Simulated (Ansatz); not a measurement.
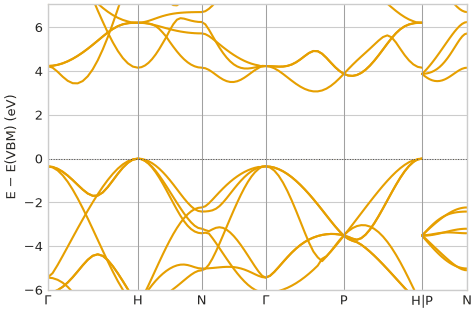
*Band structure from plane-wave PAW r²SCAN (Ansatz code)*

**Question.** Read off the gap and where the band edges lie.

**Answer.** About 3.1 eV (3.07 eV by a search for the band edges); maximum at H, minimum on the Γ–P line, 64 % of the way from Γ.

The material is C in space group Im-3m (No. 229; C on 16f).

The start of the workflow was typed in or built on a structure type; neither database checked (COD, Materials Project) lists it. It is not the phase usual at ambient conditions (space group No. 194, 227). Symmetry was held in the r²SCAN relaxation; its stability against distortions is not shown here.

Potentials: the later of the program's two PAW sets.
